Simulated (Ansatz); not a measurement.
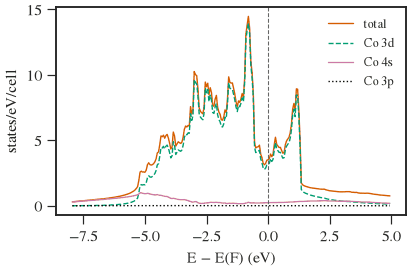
*Total and projected density of states of Co (dhcp (α-La type), space group No. 194), plane-wave PAW PBE (Ansatz code)*

Question: Which orbitals carry the states next to the Fermi level?

Answer: Within 0.5 eV of the Fermi level: Co 3d 91 %, Co 4s 6 %. Projections are on Löwdin-orthogonalised atomic valence shells; empty p or d shells of many metals are not among them.

Question: Where is the tallest occupied peak in this window, and what makes it?

Answer: Near -0.8 eV, about 14 states/eV per cell; the largest projected share is Co 3d.

Space group P6_3/mmc (dhcp (α-La type)). The workflow started from a Materials Project entry (that database holds measured and hypothetical structures alike). Its sites differ from those of the usual phase in this space group: another stacking or structure type. The cell was relaxed with PBE under the symmetry of its start; its stability against distortions is not shown here. The final state is ferromagnetic, chosen from 5 collinear starts compared on coarse meshes (ties went to the first, and starts can fall back to one state), not a proven ground state.

Potentials: the earlier of the program's two PAW sets.
